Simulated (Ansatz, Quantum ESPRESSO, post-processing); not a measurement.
# 1T-SiSSe, 2 layers, AA stacking: response to a perpendicular field, part 6 of 6

How does 1T-SiSSe, 2 layers, AA stacking respond to a gate-like field without added charge?

Quantum ESPRESSO 7.5; plane-wave DFT, PBE, GBRV ultrasoft pseudopotentials; geometry and cross-check by Ansatz 0.2.0 with PAW datasets.

So far. Step 13 (Bands along a path: field 0.4 V/Å): Along this path the valence top lies between Γ and M and the conduction bottom at M. Step 14 (Valence density): The density integrates to 32.000 electrons, as the 32 of the input ask.

### Step 19. Cross-check with Ansatz: field 0.1 V/Å

A second code with its own PAW datasets, on the same atoms.

Level of this step: plane-wave DFT, PBE, Ansatz PAW (Ansatz 0.2.0).

input.yaml

```yaml
crystal:
  lattice:
    - [3.372592454, 0.0, 0.0]
    - [-1.686296227, 2.9207507418, 0.0]
    - [0.0, 0.0, 24.1472867953]
  atoms:
    - { symbol: Se, position: [0.6666666667, 0.3333333333, 0.3207286777] }
    - { symbol: Si, position: [0.0, 0.0, 0.3810602332] }
    - { symbol: S, position: [0.3333333333, 0.6666666667, 0.4349540633] }
    - { symbol: Se, position: [0.6666666667, 0.3333333333, 0.5647542962] }
    - { symbol: Si, position: [0.0, 0.0, 0.6250470562] }
    - { symbol: S, position: [0.3333333333, 0.6666666667, 0.6790376262] }
kpoints:
  mp_grid: { grid: [12, 12, 1] }
hamiltonian:
  xc: pbe
scf:
  occupations: { method: fermi_dirac, width: 0.054 }
  convergence: { dr2_threshold: 1.0e-09 }
efield:
  axis: 3
  dipole_correction: true
  ramp_position: 0.97
  ramp_width: 0.04
  amplitude: 0.1
output:
  write_potential: true
  write_density: true
  volumetric_format: npy
```

Started as:

```sh
> ansatz run input.yaml --threads 4 --pin off --max-ram 8192MiB --backend cpu --events-out ev --progress --plain --runs-dir out
```

Numbers of over 12 decimals in the logs are rounded to 6 here.

The log of the run:

```text
[...]
Crystal: 6 atoms, lattice volume = 237.863 Å³
Basis set: ecut = 420 eV, 4677 PW (Γ)
Bands: 32, of which v1, the nominal top of the filled ones, is band 26 counted from 1 (25 counted from 0)
Symmetry: 6 space group operations
[...]
k-points: 19 of 144 (time reversal used)
[...]
SCF iter   1: F=—  HF=-14016.710988 eV  |F-HF|=—  |Δ(HF+E_count)|=         —  Δρ=2.64e-2  dr2=1.63e0  ethr=3.10e-3  p=0.059 e·Å  D=4.52e-2 V/Å  ΔV_dip=-1.09 eV  dr2_dipole=3.81e-2  V_vac-E_F(+/−)=6.75/5.59 eV  ⟨swp⟩=9.9  Hψ=3414  notcnv=0
[...]
SCF iter  14: F=-14016.326391 eV  HF=-14016.326391 eV  |F-HF|=8.02e-10  |Δ(HF+E_count)|=  6.82e-10  Δρ=2.74e-7  dr2=5.76e-10  ethr=1.92e-12  p=0.024 e·Å  D=1.80e-2 V/Å  ΔV_dip=-0.43 eV  dr2_dipole=1.69e-10  V_vac-E_F(+/−)=6.24/4.42 eV  ⟨swp⟩=10.9  Hψ=2214  notcnv=0
SCF 1 converged in 14 iterations: F = -14016.326391 eV  dr2 = 5.76e-10
[...]
WARN: The output density's exchange-correlation potential varies sharply where the density is thin. Do not read a vacuum level from v_tot or v_xc, or from such a field of the output density. On a cell that repeats whose density bears no net charge and no dipole along the vacuum's axis use v_es (v_loc + v_h of the components); under efield.dipole_correction with no amplitude use v_es + v_field, which holds any externa [...]
SCF converged after 14 iterations
Free energy (F): -14016.326391 eV
[...]
Internal energy: -14016.325237 eV  (E = F + TS)
E sigma→0 (E₀):  -14016.325814 eV
Entropy (-TS):   -0.001154 eV (-0.192 meV/atom)
Fermi energy:    1.203574 eV
Dipole field:    D = 0.018014 V/Å  (p = 0.023679 e·Å, saw-weighted, corrected)
Work function:   not extracted (applied field tilts the vacuum); planar V_es + V_field profile in the machine report
[...]
--- Band table (eV; the first three rows and the last of 19) ---
  k-point 0: bands = [... 22 lower, 0.6628, 0.6628, 0.9516, 0.9516, 3.4263, 3.9321, 4.6464, 5.0515, ... 2 higher]
  k-point 1: bands = [... 22 lower, 0.0956, 0.3856, 0.6922, 0.9881, 3.8644, 4.2450, 4.9338, 5.2992, ... 2 higher]
  k-point 2: bands = [... 22 lower, -0.7045, -0.0373, 0.6109, 0.9181, 3.5937, 3.9548, 5.1950, 5.7719, ... 2 higher]
  k-point 18: bands = [... 22 lower, -1.0530, -0.8219, -0.4305, -0.2587, 2.7670, 3.4394, 6.0705, 6.2327, ... 2 higher]
```

The job ended after 6.3 s (4 threads of Arm Neoverse V1, shared host; peak memory 0.56 GiB).

Read from the output:

```
free energy             : -14016.3264 eV
energy at zero smearing : -14016.3258 eV
smearing term TS        : 0.001154 eV
Fermi energy            : 1.204 eV
gap by band count       : 0.3753 eV
dipole along the normal : 0.02368 e·Å
```

At 0.1 V/Å Ansatz's dipole is 0.0237 e Å against 0.0237 from pw.x.

### Step 20. The same in Ansatz: field -0.1 V/Å

input.yaml, as its differences from the input of step 19:

```diff
@@ -24,3 +24,3 @@
   ramp_width: 0.04
-  amplitude: 0.1
+  amplitude: -0.1
 output:
```

The log of the run:

```text
[...]
Crystal: 6 atoms, lattice volume = 237.863 Å³
Basis set: ecut = 420 eV, 4677 PW (Γ)
Bands: 32, of which v1, the nominal top of the filled ones, is band 26 counted from 1 (25 counted from 0)
Symmetry: 6 space group operations
[...]
k-points: 19 of 144 (time reversal used)
[...]
k-point 0: bands = [... 22 lower, 0.7371, 0.7371, 0.8648, 0.8648, 3.4604, 3.8492, 4.7311, 4.9633, ... 2 higher]
  k-point 1: bands = [... 22 lower, 0.1535, 0.3018, 0.7635, 0.8987, 3.9168, 4.1482, 5.0181, 5.2138, ... 2 higher]
  k-point 2: bands = [... 22 lower, -0.7949, -0.0752, 0.6767, 0.8284, 3.6378, 3.8669, 5.3013, 5.6818, ... 2 higher]
  k-point 18: bands = [... 22 lower, -1.0422, -0.7991, -0.5022, -0.2946, 2.7788, 3.3919, 6.0962, 6.2156, ... 2 higher]
[key lines of the parts left out:]
SCF converged after 13 iterations
Free energy (F): -14016.332500 eV
Fermi energy:    1.187927 eV
Dipole field:    D = -0.064259 V/Å  (p = -0.084469 e·Å, saw-weighted, corrected)
```

Elapsed: 6.3 s, on 4 threads; peak memory 0.56 GiB.

Numbers from this step:

```
free energy             : -14016.3325 eV
energy at zero smearing : -14016.3323 eV
Fermi energy            : 1.188 eV
gap by band count       : 0.5230 eV
dipole along the normal : -0.08447 e·Å
```

### Step 21. Dipole against field, Ansatz

The dipole along the normal, dipole moment by applied field:

```
applied field (V/Å)  dipole along the normal, dipole moment (e·Å)
            -0.1000                                       -0.0845
             0.0000                                       -0.0309
             0.1000                                        0.0237
```

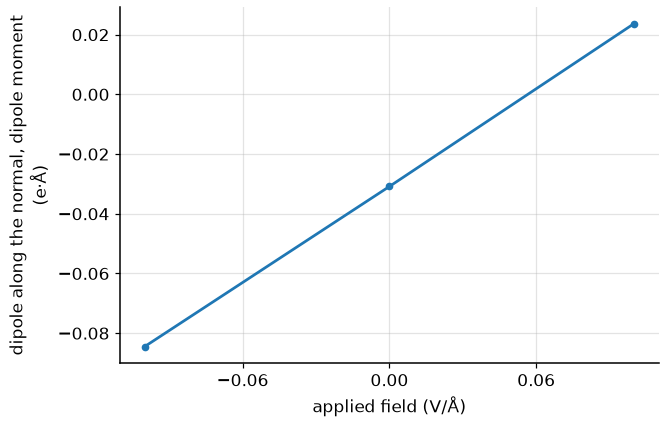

Dipole along the normal, dipole moment, plotted against applied field.

### Step 22. Self-consistent run, with K_POINTS = [4, 4, 1] and conv_thr = 1e-06

How much does a setting matter? One run is repeated with a change.

Level of this step: plane-wave DFT, PBE, GBRV ultrasoft pseudopotentials (Quantum ESPRESSO 7.5).

f1.w0.in

```
&control
  prefix = 'f1.w0'
  outdir = './out'
  pseudo_dir = './pseudo'
  calculation = 'scf'
  tprnfor = .true.
  tefield = .true.
  dipfield = .true.
/
&system
  ibrav = 0
  nat = 6
  ntyp = 3
  ecutwfc = 40
  ecutrho = 200
  occupations = 'smearing'
  smearing = 'fd'
  degauss = 0.004
  edir = 3
  emaxpos = 0.97
  eopreg = 0.04
  eamp = 0.00194469
/
&electrons
  conv_thr = 1e-06
  mixing_beta = 0.4
  electron_maxstep = 120
  mixing_mode = 'plain'
/
ATOMIC_SPECIES
  Se  78.9710  se_pbe_v1.uspp.F.UPF
  Si  28.0850  si_pbe_v1.uspp.F.UPF
  S   32.0600  s_pbe_v1.4.uspp.F.UPF
CELL_PARAMETERS angstrom
  3.37259245400277 -0.00000000000000 -0.00000000000000
  -1.68629622700139 2.92075074177810 0.00000000000000
  -0.00000000000000 0.00000000000000 24.14728679530000
ATOMIC_POSITIONS crystal
  Se  0.666666666667 0.333333333333 0.320728677658
  Si  -0.000000000000 -0.000000000000 0.381060233240
  S   0.333333333333 0.666666666667 0.434954063310
  Se  0.666666666667 0.333333333333 0.564754296182
  Si  0.000000000000 0.000000000000 0.625047056169
  S   0.333333333333 0.666666666667 0.679037626241
K_POINTS automatic
  4 4 1 0 0 0
```

Started as:

```sh
> OMP_NUM_THREADS=1 mpirun -n 4 pw.x -nk 1 -in f1.w0.in > f1.w0.out
```

The log of the run:

```text
[banner, memory and clock lines left out]
Program PWSCF v.7.5 starts
[citation notice left out]

[...]
bravais-lattice index     =            0
     lattice parameter (alat)  =       6.3733  a.u.
     unit-cell volume          =    1605.1784 (a.u.)^3
     number of atoms/cell      =            6
     number of atomic types    =            3
     number of electrons       =        32.00
     number of Kohn-Sham states=           20
     kinetic-energy cutoff     =      40.0000  Ry
     charge density cutoff     =     200.0000  Ry
     scf convergence threshold =      1.0E-06
     mixing beta               =       0.4000
     number of iterations used =            8  plain     mixing
     Exchange-correlation=  SLA  PW   PBX  PBC
                           (   1   4   3   4   0   0   0)

[...]
PseudoPot. # 1 for Se read from file:
     ./pseudo/se_pbe_v1.uspp.F.UPF
     Pseudo is Ultrasoft + core correction, Zval =  6.0
     Generated by new atomic code, or converted to UPF format
     Using radial grid of  877 points,  6 beta functions with:
                l(1) =   0
                l(2) =   0
                l(3) =   1
                l(4) =   1
                l(5) =   2
                l(6) =   2
     Q(r) pseudized with  8 coefficients,  rinner =    1.300   1.300   1.300
                                                       1.300   1.300

     PseudoPot. # 2 for Si read from file:
     ./pseudo/si_pbe_v1.uspp.F.UPF
     Pseudo is Ultrasoft + core correction, Zval =  4.0
     Generated by new atomic code, or converted to UPF format
     Using radial grid of  899 points,  6 beta functions with:
                l(1) =   0
                l(2) =   0
                l(3) =   1
                l(4) =   1
                l(5) =   2
                l(6) =   2
     Q(r) pseudized with  8 coefficients,  rinner =    0.900   0.900   0.900
                                                       0.900   0.900

     PseudoPot. # 3 for S  read from file:
     ./pseudo/s_pbe_v1.4.uspp.F.UPF
     Pseudo is Ultrasoft + core correction, Zval =  6.0
     Generated by new atomic code, or converted to UPF format
     Using radial grid of  907 points,  6 beta functions with:
                l(1) =   0
                l(2) =   0
                l(3) =   1
                l(4) =   1
                l(5) =   2
                l(6) =   2
     Q(r) pseudized with  8 coefficients,  rinner =    1.300   1.300   1.300
                                                       1.300   1.300

     atomic species   valence    mass     pseudopotential
     Se                6.00    78.97100     Se( 1.00)
     Si                4.00    28.08500     Si( 1.00)
     S                 6.00    32.06000     S ( 1.00)

     No symmetry found

[...]
number of k points=    10  Fermi-Dirac smearing, width (Ry)=  0.0040
[...]
Dense  grid:    76711 G-vectors     FFT dimensions: (  30,  30, 216)

     Smooth grid:    54741 G-vectors     FFT dimensions: (  25,  25, 192)

     Initial potential from superposition of free atoms

     starting charge      31.9984, renormalised to      32.0000

     negative rho (up, down):  3.929E-04 0.000E+00

     Adding external electric field

     Computed dipole along edir(3) :
        Dipole               -0.0000 Ry au,         -0.0001 Debye
        Dipole field         -0.0000 Ry au,

        E field amplitude [Ha a.u.]:  1.9447E-03
        Potential amp.        0.1704 Ry
        Total length         43.8065 bohr

     Starting wfcs are   24 randomized atomic wfcs

     per-process dynamical memory:    28.3 Mb

     Self-consistent Calculation

     iteration #  1     ecut=    40.00 Ry     beta= 0.40
     Davidson diagonalization with overlap
     ethr =  1.00E-02,  avg # of iterations =  3.3

     Threshold (ethr) on eigenvalues was too large:
     Diagonalizing with lowered threshold

     Davidson diagonalization with overlap
     ethr =  3.85E-04,  avg # of iterations =  2.8

     negative rho (up, down):  4.039E-04 0.000E+00

     Adding external electric field

     Computed dipole along edir(3) :
        Dipole                0.1092 Ry au,          0.2777 Debye
        Dipole field          0.0009 Ry au,

        E field amplitude [Ha a.u.]:  1.9447E-03
        Potential amp.        0.0954 Ry
        Total length         43.8065 bohr

     total energy              =    -154.73811863 Ry
     estimated scf accuracy    <       0.12338101 Ry

     iteration #  2     ecut=    40.00 Ry     beta= 0.40
[...]
negative rho (up, down):  4.295E-04 0.000E+00

[...]
Dipole               -0.1546 Ry au,         -0.3930 Debye
[...]
E field amplitude [Ha a.u.]:  1.9447E-03
[...]
total energy              =    -154.74078386 Ry
     estimated scf accuracy    <       0.03024690 Ry

     iteration #  3     ecut=    40.00 Ry     beta= 0.40
[...]
negative rho (up, down):  4.482E-04 0.000E+00

[...]
Dipole                0.1068 Ry au,          0.2716 Debye
[...]
E field amplitude [Ha a.u.]:  1.9447E-03
[...]
total energy              =    -154.70847913 Ry
     estimated scf accuracy    <       0.60266144 Ry

     iteration #  4     ecut=    40.00 Ry     beta= 0.40
[...]
negative rho (up, down):  4.570E-04 0.000E+00

[...]
Dipole                0.1180 Ry au,          0.2998 Debye
[...]
E field amplitude [Ha a.u.]:  1.9447E-03
[...]
total energy              =    -154.74692431 Ry
     estimated scf accuracy    <       0.01602265 Ry

     iteration #  5     ecut=    40.00 Ry     beta= 0.40
[...]
negative rho (up, down):  4.629E-04 0.000E+00

[...]
Dipole                0.0841 Ry au,          0.2139 Debye
[...]
E field amplitude [Ha a.u.]:  1.9447E-03
[...]
total energy              =    -154.74716452 Ry
     estimated scf accuracy    <       0.00740397 Ry

     iteration #  6     ecut=    40.00 Ry     beta= 0.40
[...]
negative rho (up, down):  4.679E-04 0.000E+00

[...]
Dipole                0.0666 Ry au,          0.1692 Debye
[...]
E field amplitude [Ha a.u.]:  1.9447E-03
[...]
total energy              =    -154.74734384 Ry
     estimated scf accuracy    <       0.00352111 Ry

     iteration #  7     ecut=    40.00 Ry     beta= 0.40
[...]
negative rho (up, down):  4.701E-04 0.000E+00

[...]
Dipole                0.0656 Ry au,          0.1667 Debye
[...]
E field amplitude [Ha a.u.]:  1.9447E-03
[...]
total energy              =    -154.74748501 Ry
     estimated scf accuracy    <       0.00084708 Ry

     iteration #  8     ecut=    40.00 Ry     beta= 0.40
[...]
negative rho (up, down):  4.721E-04 0.000E+00

[...]
Dipole                0.0596 Ry au,          0.1515 Debye
[...]
E field amplitude [Ha a.u.]:  1.9447E-03
[...]
total energy              =    -154.74743120 Ry
     estimated scf accuracy    <       0.00056909 Ry

     iteration #  9     ecut=    40.00 Ry     beta= 0.40
[...]
negative rho (up, down):  4.735E-04 0.000E+00

[...]
Dipole                0.0509 Ry au,          0.1293 Debye
[...]
E field amplitude [Ha a.u.]:  1.9447E-03
[...]
total energy              =    -154.74740605 Ry
     estimated scf accuracy    <       0.00022251 Ry

     iteration # 10     ecut=    40.00 Ry     beta= 0.40
[...]
negative rho (up, down):  4.738E-04 0.000E+00

[...]
Dipole                0.0485 Ry au,          0.1232 Debye
[...]
E field amplitude [Ha a.u.]:  1.9447E-03
[...]
total energy              =    -154.74742880 Ry
     estimated scf accuracy    <       0.00000986 Ry

     iteration # 11     ecut=    40.00 Ry     beta= 0.40
[...]
negative rho (up, down):  4.741E-04 0.000E+00

[...]
Dipole                0.0535 Ry au,          0.1360 Debye
[...]
E field amplitude [Ha a.u.]:  1.9447E-03
[...]
End of self-consistent calculation

          k = 0.0000 0.0000 0.0000 (  6799 PWs)   bands (ev):

   -15.2332 -14.9527 -12.9556 -12.6335  -6.0568  -5.3495  -1.7752  -1.0128
    -1.0128  -0.7059  -0.7059  -0.6376   0.2384   0.2384   0.4805   0.4806
     2.9861   3.4655   4.2058   4.5730

          k = 0.0000 0.2887 0.0000 (  6907 PWs)   bands (ev):

   -14.3729 -14.0918 -12.3958 -12.0892  -6.0208  -5.6650  -4.4151  -4.0132
    -2.6115  -2.3068  -2.2833  -2.0148  -1.2946  -0.4992  -0.0447   0.2308
     2.3396   2.6774   4.9322   5.3887

[...]
the Fermi energy is     0.6928 ev

!    total energy              =    -154.74744928 Ry
     estimated scf accuracy    <       0.00000087 Ry
     smearing contrib. (-TS)   =      -0.00021568 Ry
     internal energy E=F+TS    =    -154.74723360 Ry

     The total energy is F=E-TS. E is the sum of the following terms:
     one-electron contribution =    -793.54700872 Ry
     hartree contribution      =     406.24148701 Ry
     xc contribution           =     -85.20643882 Ry
     ewald contribution        =     317.76491256 Ry
     electric field correction =      -0.00018564 Ry

     convergence has been achieved in  11 iterations

     negative rho (up, down):  4.741E-04 0.000E+00

     Forces acting on atoms (cartesian axes, Ry/au):

     atom    1 type  1   force =     0.00000448    0.00000654    0.00182201
     atom    2 type  2   force =    -0.00000427   -0.00000221   -0.00221907
     atom    3 type  3   force =     0.00000471   -0.00000060   -0.00590378
     atom    4 type  1   force =     0.00000082   -0.00000345    0.00544578
     atom    5 type  2   force =    -0.00000564   -0.00000150    0.00261089
     atom    6 type  3   force =    -0.00000009    0.00000123   -0.00175582

     Total force =     0.009091     Total SCF correction =     0.002889
     SCF correction compared to forces is large: reduce conv_thr to get better values

[...]
```

It took 15 s on 4 MPI ranks; peak memory 0.45 GiB.

The changed values were drawn from a wide range, not chosen for quality; the comparison shows what they did here together.

Beside the run it was changed from:

```
                     quantity   this run  unchanged run  difference
dipole along the normal (e·Å)    0.02831        0.02371      0.0046
             free energy (eV)  -2105.446      -2105.780        0.33
                wall time (s)         15            124            
               SCF iterations         11             20
```

The free energy moves by +56 meV an atom.

This run starts from superposed atoms, the unchanged one from a saved density, so their iteration counts don't compare.

The physical values in this table move by up to 19 %.

### Step 23. The arithmetic

α = Δp/E = (0.02371 − (-0.03060)) e Å / 0.1 V/Å = 0.5432 e Å²/V; times e/(4πε₀) = 14.40 V Å this is 7.822 Å³. With A = 9.851 Å², 4πα/A = 9.978 Å.

### Step 24. What came out

```json
{
  "polarisability along the normal, a cell": "7.82 Å³",
  "sheet polarisability 4πα/A": "9.98 Å",
  "dipole without a field": "-0.0306 e·Å",
  "Kohn-Sham ionisation potential, upper face": "5.91 eV",
  "gap along the path at 0 V/Å": "0.45 eV",
  "gap along the path at 0.2 V/Å": "0.32 eV",
  "gap along the path at 0.4 V/Å": "0.22 eV"
}
```

The sheet answers a field with a polarisability of 7.82 Å³ a cell, or 4πα/A = 9.98 Å (PBE, GBRV ultrasoft). In pw.x the dipole follows the field linearly over the range tried. A perfect conductor 9.98 Å thick would screen alike; the outer atoms lie 8.65 Å apart. At 0.1 V/Å the sheet takes 0.998 eV off the potential drop. At 0.2 V/Å the gap along the path goes from 0.45 to 0.32 eV. Quantum ESPRESSO and Ansatz give 7.822 and 7.786 Å³ for the polarisability (pw.x from 0 and 0.1 V/Å, Ansatz from ±0.1 V/Å), which agree. The ions stay at their zero-field places, so this is the electrons' response alone. Semilocal gaps are too small, and in strong fields empty levels can belong to the vacuum. Spin-orbit coupling is left out; depending on the atoms that carry the levels of interest, it can split and shift them by tens to hundreds of meV.

[Logs are printed without paths, hosts, clocks, repeated set-up lines and the standing remarks that a program may print on its own settings, such as how far it seeks lower states.]

[Hosts, paths, dates, database ids (printed as entryN), source tags and the programs' standing remarks are cut or masked in the printed files.]

[Maps of the electrostatic potential energy from Ansatz leave out the sawtooth potential of an applied field or a dipole correction, so their vacuum need not be flat; planar profiles and work functions include it.]
